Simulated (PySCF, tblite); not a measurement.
# C6H3F3S: dynamics, then NMR shifts on frames, part 2 of 2

tblite 0.8.0 and PySCF 2.14.0. Atoms count from 0. The steps go on from the part before.

### 5 NMR shieldings: 625 fs, PBE0/pcSseg-1

The job: settings as JSON, then the geometry in Å.

```
{"job": {"kind": "nmr", "xc": "PBE0", "basis": "pcSseg-1", "pop": false}, "charge": 0, "multiplicity": 1}
F      3.087600    -0.680200     1.225100
C      1.823000    -0.162800     0.966600
F      1.998300     0.928600     0.213100
C      0.670400    -0.912800     1.081300
F      0.762400    -2.004900     1.836600
C     -0.677400    -0.664400     0.668700
C     -1.774000    -1.501600     0.449900
C     -2.790300    -0.710700    -0.094200
C     -2.468800     0.582700    -0.292100
S     -0.885200     0.941100     0.194500
H     -1.949400    -2.512000     0.739000
H     -3.824800    -1.041500    -0.153100
H     -3.117600     1.286400    -0.783800
```

Level: GIAO PBE0/pcSseg-1 NMR shielding, non-relativistic, gas phase.

What it wrote:

```text
coarse grid: 13264 points
cycle   1  E = -927.0965707762  dE =  2.033e+00  |g| = 8.488e-01  |ddm| = 3.875e+00
cycle   2  E = -926.7438678279  dE =  3.527e-01  |g| = 1.574e+00  |ddm| = 1.892e+00
cycle   3  E = -927.2325211367  dE = -4.887e-01  |g| = 1.313e-01  |ddm| = 1.430e+00
cycle   4  E = -927.2345056606  dE = -1.985e-03  |g| = 1.071e-01  |ddm| = 2.778e-01
cycle   5  E = -927.2372211445  dE = -2.715e-03  |g| = 1.282e-02  |ddm| = 1.080e-01
cycle   6  E = -927.2372514332  dE = -3.029e-05  |g| = 5.703e-03  |ddm| = 1.727e-02
cycle   7  E = -927.2372589923  dE = -7.559e-06  |g| = 1.852e-03  |ddm| = 7.220e-03
final grid: 129928 points
cycle   8  E = -927.3191798166  dE = -3.845e-05  |g| = 1.050e-02  |ddm| = 3.933e-02
cycle   9  E = -927.3191317398  dE =  4.808e-05  |g| = 1.770e-02  |ddm| = 2.897e-02
cycle  10  E = -927.3192046447  dE = -7.290e-05  |g| = 2.015e-03  |ddm| = 2.004e-02
cycle  11  E = -927.3192056267  dE = -9.820e-07  |g| = 5.569e-04  |ddm| = 2.355e-03
cycle  12  E = -927.3192056932  dE = -6.655e-08  |g| = 1.374e-04  |ddm| = 6.075e-04
cycle  13  E = -927.3192056959  dE = -2.721e-09  |g| = 4.996e-05  |ddm| = 1.514e-04
cycle  14  E = -927.3192056965  dE = -5.548e-10  |g| = 1.477e-05  |ddm| = 5.882e-05
converged SCF energy = -927.3192056965

GIAO shielding tensors (ppm)
atom      isotropic    diamagn.    paramagn.     s11        s22        s33       span
  0 F      251.207     469.914    -218.707    190.896    251.229    311.495    120.600
  1 C        6.095     247.871    -241.776    -33.596      1.911     49.969     83.565
  2 F      265.979     475.508    -209.529    191.641    296.056    310.240    118.598
  3 C       39.586     243.588    -204.001     10.366     24.322     84.071     73.705
  4 F      336.974     469.923    -132.948    272.449    349.665    388.809    116.360
  5 C       53.674     268.049    -214.374     -9.113     32.462    137.675    146.789
  6 C       58.917     246.972    -188.055    -12.984     32.545    157.189    170.173
  7 C       51.756     254.687    -202.931    -32.747     36.332    151.682    184.429
  8 C       54.637     261.017    -206.380    -41.090     58.516    146.484    187.574
  9 S      298.255    1058.013    -759.758    129.298    296.571    468.895    339.597
 10 H       24.067      30.474      -6.407     20.805     24.612     26.784      5.979
 11 H       24.322      28.204      -3.882     20.963     24.771     27.234      6.271
 12 H       24.492      30.350      -5.857     21.277     25.089     27.111      5.834
```

Wall time 45 s (1 thread of Arm Neoverse N1, shared host); peak memory 0.86 GiB.

In short: δ C1 180.8, C3 147.3, C7 135.2, C5 133.3, H10 7.65, H11 7.39 ppm.

### 6 Shielding tensors: 800 fs, PBE0/pcSseg-1

The job: settings as JSON, then the geometry in Å.

```
{"job": {"kind": "nmr", "xc": "PBE0", "basis": "pcSseg-1", "pop": false}, "charge": 0, "multiplicity": 1}
F      2.850500    -1.169800     1.101900
C      1.774900    -0.448800     0.949900
F      2.072000     0.784700     0.646700
C      0.623500    -1.050400     0.689200
F      0.593200    -2.403000     1.082200
C     -0.723000    -0.461100     0.545600
C     -1.952200    -1.115800     0.556100
C     -3.018000    -0.107300     0.366000
C     -2.547700     1.118000     0.158300
S     -0.781200     1.197200    -0.089700
H     -2.068100    -2.165000     0.890900
H     -3.935800    -0.447500     0.062700
H     -3.090000     2.051400     0.031800
```

Level: GIAO PBE0/pcSseg-1 NMR shielding, non-relativistic, gas phase.

What it wrote:

```text
coarse grid: 13264 points
cycle   1  E = -927.1104747637  dE =  1.842e+00  |g| = 7.956e-01  |ddm| = 3.771e+00
cycle   2  E = -926.8583102376  dE =  2.522e-01  |g| = 1.382e+00  |ddm| = 1.771e+00
cycle   3  E = -927.2241051639  dE = -3.658e-01  |g| = 1.473e-01  |ddm| = 1.336e+00
cycle   4  E = -927.2276667467  dE = -3.562e-03  |g| = 9.405e-02  |ddm| = 2.634e-01
cycle   5  E = -927.2297331641  dE = -2.066e-03  |g| = 1.432e-02  |ddm| = 9.191e-02
cycle   6  E = -927.2297640806  dE = -3.092e-05  |g| = 7.021e-03  |ddm| = 1.684e-02
cycle   7  E = -927.2297748667  dE = -1.079e-05  |g| = 9.827e-04  |ddm| = 7.243e-03
cycle   8  E = -927.2297750532  dE = -1.864e-07  |g| = 4.418e-04  |ddm| = 1.484e-03
final grid: 129928 points
cycle   9  E = -927.3112576475  dE = -3.605e-05  |g| = 9.458e-03  |ddm| = 3.312e-02
cycle  10  E = -927.3112249286  dE =  3.272e-05  |g| = 1.515e-02  |ddm| = 2.394e-02
cycle  11  E = -927.3112781498  dE = -5.322e-05  |g| = 1.420e-03  |ddm| = 1.640e-02
cycle  12  E = -927.3112786240  dE = -4.743e-07  |g| = 5.675e-04  |ddm| = 2.088e-03
cycle  13  E = -927.3112786992  dE = -7.519e-08  |g| = 1.095e-04  |ddm| = 6.123e-04
cycle  14  E = -927.3112787011  dE = -1.886e-09  |g| = 4.031e-05  |ddm| = 1.266e-04
cycle  15  E = -927.3112787015  dE = -4.136e-10  |g| = 1.392e-05  |ddm| = 6.171e-05
converged SCF energy = -927.3112787015

GIAO shielding tensors (ppm)
atom      isotropic    diamagn.    paramagn.     s11        s22        s33       span
  0 F      271.497     467.750    -196.253    250.724    268.982    294.785     44.062
  1 C       21.723     248.264    -226.541    -33.966     38.807     60.330     94.296
  2 F      285.680     474.454    -188.774    269.511    283.645    303.883     34.372
  3 C       38.636     246.997    -208.361     10.696     29.861     75.350     64.655
  4 F      337.300     471.370    -134.070    305.639    342.246    364.016     58.377
  5 C       34.159     265.011    -230.852    -44.756     22.415    124.816    169.572
  6 C       44.938     250.631    -205.693    -35.123     30.857    139.079    174.202
  7 C       56.256     256.323    -200.067    -23.282     35.580    156.469    179.751
  8 C       43.225     261.638    -218.413    -48.184     41.235    136.625    184.809
  9 S      232.439    1057.283    -824.844     28.449    300.598    368.269    339.820
 10 H       23.305      29.946      -6.641     19.906     22.995     27.013      7.107
 11 H       25.375      29.721      -4.346     22.845     25.729     27.550      4.705
 12 H       24.057      29.769      -5.712     21.084     23.769     27.317      6.233
```

Run time: 45 s. Hardware: 1 thread of Arm Neoverse N1, shared host; peak memory 0.86 GiB.

Key values: δ C1 165.2, C5 152.8, C3 148.3, C8 143.7, H10 8.41, H12 7.66 ppm.

### 7 Nuclear shieldings: 1000 fs, PBE0/pcSseg-1

The job: settings as JSON, then the geometry in Å.

```
{"job": {"kind": "nmr", "xc": "PBE0", "basis": "pcSseg-1", "pop": false}, "charge": 0, "multiplicity": 1}
F      2.807400    -1.683000     0.796100
C      1.675500    -0.948100     0.862200
F      1.954400     0.325600     1.257600
C      0.461300    -1.372000     0.616100
F      0.234400    -2.694100     0.539300
C     -0.778800    -0.609200     0.573900
C     -1.908800    -0.941800     1.313600
C     -2.829500     0.166100     1.142500
C     -2.425600     1.226200     0.487200
S     -0.709200     0.996900    -0.116600
H     -2.090900    -1.856500     1.878200
H     -3.916600     0.191800     1.561000
H     -3.133800     2.046000     0.182400
```

With the program's defaults for keys left out, this is: GIAO PBE0/pcSseg-1 NMR shielding, non-relativistic, gas phase.

What it wrote:

```text
coarse grid: 13264 points
cycle   1  E = -927.1231380761  dE =  1.764e+00  |g| = 7.819e-01  |ddm| = 3.763e+00
cycle   2  E = -926.9223109289  dE =  2.008e-01  |g| = 1.308e+00  |ddm| = 1.545e+00
cycle   3  E = -927.2316880642  dE = -3.094e-01  |g| = 1.101e-01  |ddm| = 1.107e+00
cycle   4  E = -927.2331396376  dE = -1.452e-03  |g| = 8.763e-02  |ddm| = 2.278e-01
cycle   5  E = -927.2351211454  dE = -1.982e-03  |g| = 1.339e-02  |ddm| = 9.263e-02
cycle   6  E = -927.2351510477  dE = -2.990e-05  |g| = 6.654e-03  |ddm| = 1.757e-02
cycle   7  E = -927.2351608372  dE = -9.789e-06  |g| = 1.574e-03  |ddm| = 7.694e-03
final grid: 129928 points
cycle   8  E = -927.3184191525  dE = -3.719e-05  |g| = 8.719e-03  |ddm| = 3.379e-02
cycle   9  E = -927.3183915746  dE =  2.758e-05  |g| = 1.381e-02  |ddm| = 2.099e-02
cycle  10  E = -927.3184369232  dE = -4.535e-05  |g| = 1.268e-03  |ddm| = 1.450e-02
cycle  11  E = -927.3184372918  dE = -3.686e-07  |g| = 6.005e-04  |ddm| = 1.920e-03
cycle  12  E = -927.3184373762  dE = -8.437e-08  |g| = 1.127e-04  |ddm| = 5.765e-04
cycle  13  E = -927.3184373779  dE = -1.708e-09  |g| = 4.279e-05  |ddm| = 1.291e-04
cycle  14  E = -927.3184373782  dE = -3.754e-10  |g| = 1.581e-05  |ddm| = 5.070e-05
converged SCF energy = -927.3184373782

GIAO shielding tensors (ppm)
atom      isotropic    diamagn.    paramagn.     s11        s22        s33       span
  0 F      269.381     469.986    -200.605    256.367    263.591    288.186     31.819
  1 C       16.237     249.415    -233.178    -33.071     30.741     51.042     84.112
  2 F      277.978     476.135    -198.157    211.850    300.880    321.205    109.355
  3 C       52.869     245.755    -192.886     17.789     50.565     90.254     72.465
  4 F      342.670     470.189    -127.518    288.750    367.787    371.474     82.725
  5 C       38.440     264.543    -226.103    -40.947     28.212    128.054    169.001
  6 C       47.315     251.195    -203.880    -35.603     36.103    141.446    177.049
  7 C       48.826     254.876    -206.049    -35.529     41.839    140.169    175.699
  8 C       40.123     260.459    -220.335    -52.394     51.925    120.838    173.232
  9 S      230.242    1056.523    -826.282     46.077    253.015    391.633    345.557
 10 H       23.502      29.864      -6.361     20.697     22.592     27.218      6.522
 11 H       23.387      25.025      -1.639     19.635     23.292     27.233      7.598
 12 H       23.194      28.479      -5.285     20.246     23.517     25.819      5.573
```

Wall time 45 s (1 thread of Arm Neoverse N1, shared host); peak memory 0.86 GiB.

Key values: δ C1 170.7, C5 148.5, C8 146.8, C6 139.6, H12 8.52, H11 8.33 ppm.

### 8 Run by run: NMR shifts

Shifts (ppm) of some atoms, chosen among heavy atoms and hydrogens apart, with basis size and wall time:

| frame | C5 | H11 | H10 | F0 | F2 | F4 | S9 | functions | time |
| --- | --- | --- | --- | --- | --- | --- | --- | --- | --- |
| 250 fs | 144.3 | 7.94 | 6.70 | -102.0 | -117.6 | -192.1 | 258 | 192 | 58 s |
| 425 fs | 144.3 | 7.55 | 8.67 | -93.6 | -118.2 | -168.9 | 253 | 192 | 48 s |
| 625 fs | 133.3 | 7.39 | 7.65 | -80.3 | -95.0 | -166.0 | 205 | 192 | 45 s |
| 800 fs | 152.8 | 6.34 | 8.41 | -100.6 | -114.7 | -166.4 | 271 | 192 | 45 s |
| 1000 fs | 148.5 | 8.33 | 8.21 | -98.4 | -107.0 | -171.7 | 273 | 192 | 45 s |

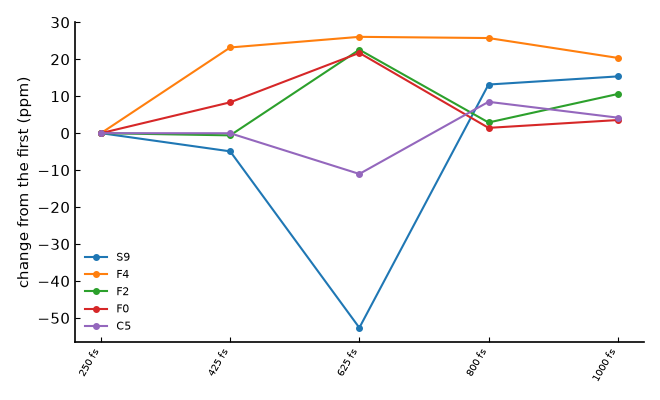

How five of the tabulated atoms move from run to run.

### 9 What came out

The summary covers parts 1 to 2.

| quantity | value |
| --- | --- |
| thermostat | 400 K |
| mean temperature, second half | 405 K |
| mean potential energy above the minimum | 0.62 eV |
| ¹³C shifts against TMS (PBE0/pcSseg-1, 250 fs) | 172.8, 144.3, 132.3, 132.2, 130.4, 127.0 ppm |
| ¹H shifts against TMS (PBE0/pcSseg-1, 250 fs) | 7.94, 6.81, 6.70 ppm |
| ¹⁹F shifts against CFCl3 (PBE0/pcSseg-1, 250 fs) | -102.0, -117.6, -192.1 ppm |
| ³³S shifts against CS2 (PBE0/pcSseg-1, 250 fs) | 258 ppm |
| surface potential, 1st and 99th percentile | -0.46 V and 1.25 V |
| range of the shift of S9 | 205 to 273 ppm |

In the second half the potential energy averages 0.62 eV above the minimum; equipartition over 33 harmonic modes at 400 K would give 0.57 eV. With 13 atoms the temperature swings widely (281 to 595 K). Shifts at one fixed geometry are not the observed spectrum, which averages over the motion. In the first frame run (250 fs): Shielding is most anisotropic at S9 (span 214 ppm, paramagnetic term -811 ppm). NICS(1)zz of -25 ppm above the planar ring from C5 marks a diatropic (aromatic) ring current. By nearest atom (PBE0/pcSseg-1), the HOMO sits on C1 23 %; C3, C5, C8 about 14 % each and the LUMO on 4 C atoms about 15 % each; S9 14 %. Across the 5 runs the shift of S9 moves most, between 205 (625 fs) and 273 ppm (1000 fs).
